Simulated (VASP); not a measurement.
# Fe2B: accuracy against cost in the number of MPI ranks and SCF solver, part 3 of 3

How sensitive are energy, pressure and forces of Fe2B to the number of MPI ranks and SCF solver? The series runs use r2SCAN. The start is a cell from a database of measured crystal structures.

VASP 6.6.1; r2SCAN, spin-polarised from a ferromagnetic start; plane waves and PAW (Fe, B).

Still holding for the runs below: The magnetic state follows from one typed start and may not be the lowest.

So far. Step 10 (SCF solver: ALGO = All): Against the first of the series the energy stays within 0.01 meV an atom; the pressure moves by -0.01 GPa, after 24 cycles in 53 s. Step 11 (SCF solver: ALGO = Damped): Against the first of the series the energy stays within 0.01 meV an atom; the pressure moves by -0.01 GPa, after 36 cycles in 57 s.

The database entry behind the starting cell differs from later determinations by our own check (0.1 to 0.3 % short, probably kX units), so it need not match the best structure at ambient conditions.

### 12. SCF solver: AMIX = 0.1, BMIX = 0.01

Input file INCAR:

```
SYSTEM = Fe2B
PREC = Accurate
ENCUT = 420
EDIFF = 1E-06
NELM = 100
ISMEAR = -1
SIGMA = 0.05
LREAL = .FALSE.
ALGO = Normal
METAGGA = R2SCAN
LASPH = .TRUE.
NBANDS = 35
ISPIN = 2
MAGMOM = 3 3 3 3 0 0
LMAXMIX = 4
LORBIT = 11
LWAVE = .FALSE.
LCHARG = .FALSE.
KPAR = 8
ISIF = 2
AMIX = 0.1
BMIX = 0.01
```

Input file POSCAR:

```
Fe2B
1.0
   -2.5495000000      2.5495000000      2.1200000000
    2.5495000000     -2.5495000000      2.1200000000
    2.5495000000      2.5495000000     -2.1200000000
Fe B
4 2
Direct
    0.1670000000      0.6670000000      0.8340000000
    0.3330000000      0.1670000000      0.5000000000
    0.8330000000      0.3330000000      0.1660000000
    0.6670000000      0.8330000000      0.5000000000
    0.7500000000      0.7500000000      0.0000000000
    0.2500000000      0.2500000000      0.0000000000
```

Input file KPOINTS:

```
Automatic mesh
0
Gamma
7 7 7
0 0 0
```

Potentials, in the order of the species: Fe and B (PBE family, release 64).

On the command line:

```sh
$ mpirun -np 8 vasp_std
```

Output:

```text
[... set-up lines as in an earlier step ...]
 entering main loop
       N       E                     dE             d eps       ncg     rms          rms(c)
[... 5 cycles as in an earlier step ...]
DAV:   6    -0.744962220526E+02    0.10303E+02   -0.80791E+00  7413   0.390E+01    0.213E+01
DAV:   7    -0.733794500482E+02    0.11168E+01   -0.54308E+00  7655   0.310E+01    0.132E+01
DAV:   8    -0.734778903792E+02   -0.98440E-01   -0.59189E-01  5957   0.506E+00    0.134E+01
DAV:   9    -0.735101923654E+02   -0.32302E-01   -0.96781E-03  6963   0.683E-01    0.134E+01
[...]
DAV:  27    -0.735715482353E+02    0.23488E-05   -0.16850E-05  6237   0.302E-02    0.385E-03
DAV:  28    -0.735715503048E+02   -0.20695E-05   -0.12430E-06  3649   0.814E-03    0.328E-03
DAV:  29    -0.735715509401E+02   -0.63533E-06   -0.31657E-07  2902   0.530E-03
   1 F= -.73571551E+02 E0= -.73560337E+02  d E =-.224274E-01  mag=     9.3512
```

Run time: 51 s. Hardware: 8 MPI ranks of Intel Xeon 6975P-C (Granite Rapids), shared host; peak memory 2 GiB.

Parts of OUTCAR (step 12):

```text
  Total       -0.2709925     -0.2709925     -0.3281846      0.0000000      0.0000000      0.0000000
  in kB       -7.8770200     -7.8770200     -9.5394408      0.0000000      0.0000000      0.0000000
  external PRESSURE =      -8.4311602 kB  Pullay stress =       0.0000000 kB

 POSITION                                       TOTAL-FORCE (eV/Angst)
 -----------------------------------------------------------------------------------
      3.40103      0.85153      0.00000         0.018631      0.018631      0.000000
      0.85153      1.69797      0.00000         0.018631     -0.018631     -0.000000
     -0.85153      1.69797      2.12000        -0.018631     -0.018631      0.000000
      1.69797      0.85153      2.12000        -0.018631      0.018631     -0.000000
      0.00000      0.00000      3.18000        -0.000000     -0.000000      0.000000
      0.00000      0.00000      1.06000        -0.000000      0.000000      0.000000
 -----------------------------------------------------------------------------------
    total drift:                               -0.000000     -0.000000      0.000000

  FREE ENERGIE OF THE ION-ELECTRON SYSTEM (eV)
  ---------------------------------------------------
  free  energy   TOTEN  =       -73.5715509401 eV

  energy  without entropy=      -73.5491235899  energy(sigma->0) =      -73.56033726

[... 3 parts as in an earlier step ...]

[... 1 further part left out ...]
[key lines of the parts left out:]
E-fermi :   7.1708
```

Against the first of the series the energy stays within 0.01 meV an atom; the pressure moves by -0.01 GPa, after 29 cycles in 51 s.

### 13. SCF solver: AMIX = 0.8

Changes to INCAR since step 12:

```diff
@@ -20,3 +20,2 @@
 ISIF = 2
-AMIX = 0.1
-BMIX = 0.01
+AMIX = 0.8
```

POSCAR is that of step 12.

KPOINTS is that of step 12.

On the command line:

```sh
$ mpirun -np 8 vasp_std
```

Output:

```text
[... set-up lines as in an earlier step ...]
 entering main loop
       N       E                     dE             d eps       ncg     rms          rms(c)
[... 5 cycles as in an earlier step ...]
DAV:   6    -0.110534835383E+03   -0.25735E+02   -0.15279E+02  7221   0.199E+02    0.648E+01
DAV:   7    -0.726851384590E+02    0.37850E+02   -0.10357E+02  6652   0.119E+02    0.165E+01
DAV:   8    -0.737090572946E+02   -0.10239E+01   -0.58057E+00  7026   0.167E+01    0.708E+00
DAV:   9    -0.735172372104E+02    0.19182E+00   -0.39989E-01  6885   0.861E+00    0.280E+00
[...]
DAV:  23    -0.735715507205E+02   -0.33388E-05   -0.68639E-09  2905   0.793E-04    0.314E-04
DAV:  24    -0.735715495323E+02    0.11882E-05   -0.16983E-09  2899   0.381E-04    0.195E-04
DAV:  25    -0.735715501877E+02   -0.65541E-06   -0.58498E-10  2878   0.238E-04
   1 F= -.73571550E+02 E0= -.73560336E+02  d E =-.224276E-01  mag=     9.3511
```

Run time: 42 s. Hardware: 8 MPI ranks; peak memory 2 GiB; 5.5 min of CPU time.

OUTCAR, selected parts (step 13):

```text
  Total       -0.2690501     -0.2690501     -0.3261003      0.0000000     -0.0000000      0.0000000
  in kB       -7.8205596     -7.8205596     -9.4788560      0.0000000     -0.0000000      0.0000000
  external PRESSURE =      -8.3733251 kB  Pullay stress =       0.0000000 kB

 POSITION                                       TOTAL-FORCE (eV/Angst)
 -----------------------------------------------------------------------------------
      3.40103      0.85153      0.00000         0.018667      0.018667      0.000000
      0.85153      1.69797      0.00000         0.018667     -0.018667     -0.000000
     -0.85153      1.69797      2.12000        -0.018667     -0.018667      0.000000
      1.69797      0.85153      2.12000        -0.018667      0.018667     -0.000000
      0.00000      0.00000      3.18000         0.000000     -0.000000     -0.000000
      0.00000      0.00000      1.06000         0.000000     -0.000000     -0.000000
 -----------------------------------------------------------------------------------
    total drift:                               -0.000000     -0.000000      0.000000

  FREE ENERGIE OF THE ION-ELECTRON SYSTEM (eV)
  ---------------------------------------------------
  free  energy   TOTEN  =       -73.5715501877 eV

  energy  without entropy=      -73.5491225758  energy(sigma->0) =      -73.56033638

[... 3 parts as in an earlier step ...]

[... 1 further part left out ...]
[key lines of the parts left out:]
E-fermi :   7.1707
```

Against the first of the series the energy stays within 0.01 meV an atom; the pressure moves by -0.01 GPa, after 25 cycles in 42 s.

### 14. SCF solver: IMIX = 1, AMIX = 0.2

Changes to INCAR since step 13:

```diff
@@ -20,2 +20,3 @@
 ISIF = 2
-AMIX = 0.8
+IMIX = 1
+AMIX = 0.2
```

POSCAR is that of step 13.

KPOINTS is that of step 13.

On the command line:

```sh
$ mpirun -np 8 vasp_std
```

Output:

```text
[... set-up lines as in an earlier step ...]
 entering main loop
       N       E                     dE             d eps       ncg     rms          rms(c)
[... 5 cycles as in an earlier step ...]
DAV:   6    -0.729579229395E+02    0.11841E+02   -0.17729E+01  7118   0.613E+01    0.150E+01
DAV:   7    -0.735231791588E+02   -0.56526E+00   -0.23902E+00  7628   0.109E+01    0.115E+01
DAV:   8    -0.736014795767E+02   -0.78300E-01   -0.11787E-01  7423   0.348E+00    0.956E+00
DAV:   9    -0.736093488023E+02   -0.78692E-02   -0.27662E-02  7727   0.149E+00    0.788E+00
[...]
DAV:  37    -0.735715449651E+02   -0.14555E-05   -0.29475E-07  2863   0.296E-03    0.160E-02
DAV:  38    -0.735715460917E+02   -0.11265E-05   -0.22600E-07  2860   0.256E-03    0.130E-02
DAV:  39    -0.735715469626E+02   -0.87093E-06   -0.16371E-07  2854   0.218E-03
   1 F= -.73571547E+02 E0= -.73560333E+02  d E =-.224286E-01  mag=     9.3512
```

The job ended after 63 s (8 MPI ranks; peak memory 1.7 GiB; 8.3 min of CPU time).

From OUTCAR (step 14):

```text
  Total       -0.2537185     -0.2537185     -0.3145720      0.0000000      0.0000000      0.0000000
  in kB       -7.3749120     -7.3749120     -9.1437587      0.0000000      0.0000000      0.0000000
  external PRESSURE =      -7.9645276 kB  Pullay stress =       0.0000000 kB

 POSITION                                       TOTAL-FORCE (eV/Angst)
 -----------------------------------------------------------------------------------
      3.40103      0.85153      0.00000         0.019312      0.019312     -0.000000
      0.85153      1.69797      0.00000         0.019312     -0.019312     -0.000000
     -0.85153      1.69797      2.12000        -0.019312     -0.019312      0.000000
      1.69797      0.85153      2.12000        -0.019312      0.019312     -0.000000
      0.00000      0.00000      3.18000         0.000000      0.000000     -0.000000
      0.00000      0.00000      1.06000         0.000000      0.000000     -0.000000
 -----------------------------------------------------------------------------------
    total drift:                               -0.000000     -0.000000      0.000000

  FREE ENERGIE OF THE ION-ELECTRON SYSTEM (eV)
  ---------------------------------------------------
  free  energy   TOTEN  =       -73.5715469626 eV

  energy  without entropy=      -73.5491183486  energy(sigma->0) =      -73.56033266

[... 3 parts as in an earlier step ...]

[... 1 further part left out ...]
[key lines of the parts left out:]
E-fermi :   7.1708
```

Against the first of the series the energy stays within 0.01 meV an atom; the pressure moves by +0.03 GPa, after 39 cycles in 63 s.

### 15. The SCF solver series as a table

This step: convergence of r2SCAN results with the solver; plane waves and PAW (VASP 6.6.1).

No new run; the numbers come from the runs before.

Differences are taken from the run with ALGO = Normal. Results of the series, by row:

| setting | status | energy less the reference (meV/atom) | pressure (GPa) | largest force difference (meV/Å) | moment (μB) | SCF cycles | wall time (s) |
| --- | --- | --- | --- | --- | --- | --- | --- |
| ALGO = Normal | converged | 0 | -0.8298 | 0 | 9.351 | 16 | 29 |
| ALGO = Fast | converged | -2.35e-4 | -0.8102 | 0.292 | 9.351 | 17 | 38 |
| ALGO = VeryFast | converged | -1.37e-4 | -0.8359 | 0.285 | 9.351 | 24 | 52 |
| ALGO = All | converged | 1.75e-4 | -0.8432 | 1.655 | 9.351 | 24 | 53 |
| ALGO = Damped | converged | 3.37e-4 | -0.8389 | 0.576 | 9.351 | 36 | 57 |
| AMIX = 0.1, BMIX = 0.01 | converged | -1.45e-4 | -0.8431 | 0.482 | 9.351 | 29 | 51 |
| AMIX = 0.8 | converged | 1.67e-6 | -0.8373 | 0.446 | 9.351 | 25 | 42 |
| IMIX = 1, AMIX = 0.2 | converged | 6.22e-4 | -0.7965 | 0.199 | 9.351 | 39 | 63 |

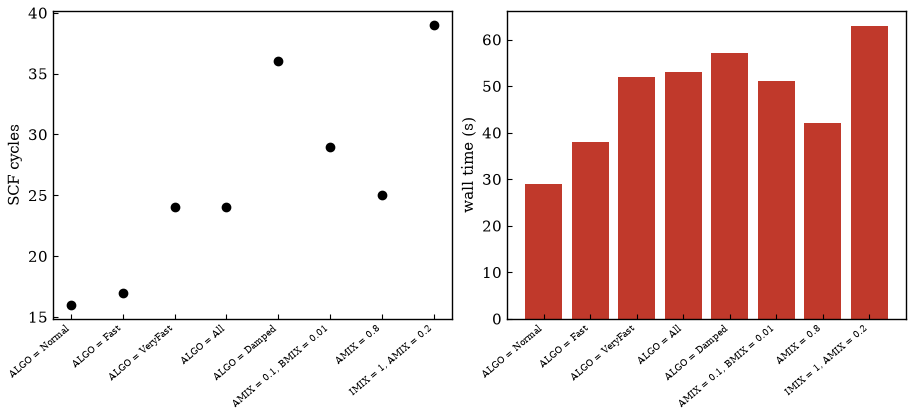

The SCF cycles and the wall time by setting.

### 16. Summary of results

| Property | Result |
| --- | --- |
| wall time from fewest to most ranks | 3.1 min to 29 s |
| fewest SCF cycles | ALGO = Normal (16) |
| most SCF cycles among converged runs | IMIX = 1, AMIX = 0.2 (39) |
| spread of the pressure over the SCF solver | 0.0468 GPa |
| spread of the energy over the SCF solver | 8.6e-4 meV/atom |

In words: On 8 ranks the run uses the cores at 81 % of the efficiency of 1. All SCF solvers that converged agree within 0.05 meV an atom. No setting beats the 29 s of ALGO = Normal by a fifth or more; the slowest converged run is IMIX = 1, AMIX = 0.2, at 63 s. On a shared host such times are rough. Going from 1 ranks to 8 ranks shortens the run by a factor of 6.5; on a shared host such times are rough.

[Lines on the potential files, build, host, timing and source positions are cut from VASP's logs without a mark.]

[Logs are printed without paths, hosts, clocks, repeated set-up lines and the standing remarks that a program may print on its own settings, such as how far it seeks lower states.]

[Hosts, paths, dates, database ids (printed as entryN), source tags and the programs' standing remarks are cut or masked in the printed files.]

[A measured line is paired with the nearest computed mode of its activity, which favours agreement.]
